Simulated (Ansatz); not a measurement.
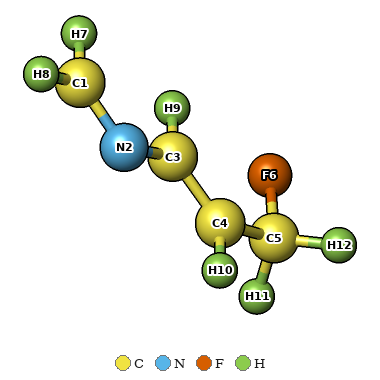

The system is C4H6FN, SMILES C=NC=CCF; the picture shows the reference structure. 
- The first coordinate is: angle C1–N2–C3 (carried through 180); the second: change of the bonds N2–C1, N2–C3, all alike.
- Nothing is relaxed (all other coordinates rigid).
- The scan uses an 11 × 11 grid.
- Points are written as (first, second).
- Energies: kJ/mol, counted from the lowest grid point.
- Level of theory: Ansatz, RKS PBE-D4/def2-SVP.

Its coordinates:

```xyz
12

C    -2.4617    0.6773    0.7332
N    -1.6748    0.1677   -0.1446
C    -0.3140    0.1079    0.1497
C     0.5638   -0.4181   -0.7345
C     2.0335   -0.5217   -0.5017
F     2.4091   -0.0148    0.7293
H    -2.1116    1.0742    1.7184
H    -3.5462    0.7352    0.5214
H     0.0512    0.4983    1.1242
H     0.1783   -0.7994   -1.6955
H     2.5899    0.0268   -1.3005
H     2.3595   -1.5886   -0.5650
```

Range: angle C1–N2–C3 (carried through 180) from 100 to 260°; change of the bonds N2–C1, N2–C3, all alike from −0.147 to 0.228 Å.

> Predict the map.

The lowest grid point is at (116°, 0.003 Å). A higher local minimum lies near (228°, 0.003 Å) (44 kJ/mol above the lowest at that grid point). The highest grid point, (260°, −0.147 Å), lies 695 kJ/mol above the lowest. On the interpolated surface the easiest way out of the lowest well to the well at about (235°, 0.00 Å) passes a barrier of about 109 kJ/mol. Round the minimum the valley is somewhat tilted: raising the first coordinate shifts the best value of the second coordinate downwards (coupling k₁₂/√(k₁₁k₂₂) about 0.3).

```
second ↓, first →  100  116  132  148  164  180  196  212  228  244  260
            0.228  170  172  215  275  331  358  343  293  234  200  272
            0.190  132  128  168  225  278  303  289  243  188  160  251
            0.153   99   89  125  179  229  253  240  197  146  124  238
            0.115   72   53   85  137  184  206  194  154  108   94  233
            0.078   53   26   53  101  145  167  156  119   77   73  239
            0.040   44    7   29   73  115  135  125   91   55   61  260
            0.003   49    0   16   56   95  115  106   75   44   62  297
           −0.035   71    8   18   53   90  108  101   73   48   80  355
           −0.072  113   35   37   68  101  119  113   88   70  118  437
           −0.110  183   86   79  105  136  153  147  127  116  183  550
           −0.147  282  164  148  169  197  212  209  192  190  277  695
```

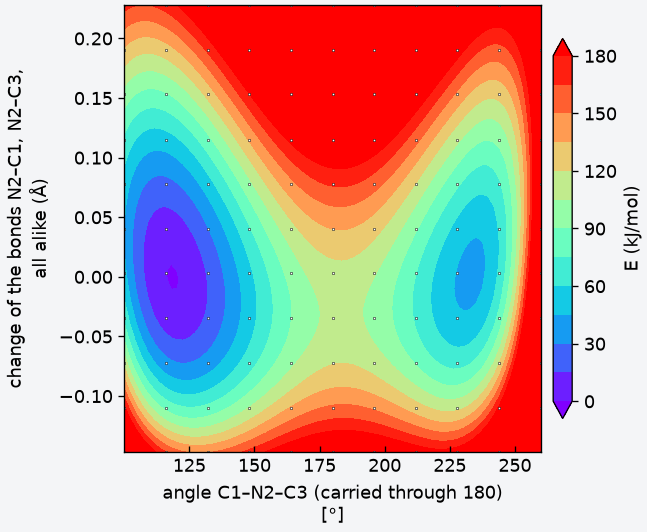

Drawn: filled contours, dots at the grid points, one colour for all values above the top of the scale. Between grid points the surface is interpolated.

Each point was launched as `ansatz run input.yaml --threads 1 --pin off --max-ram 2560MiB --backend cpu --events-out ev --progress --plain --runs-dir out`. Time for the 121 points that were run: 7.3 min on 1 thread of Arm Neoverse V2 (shared host).
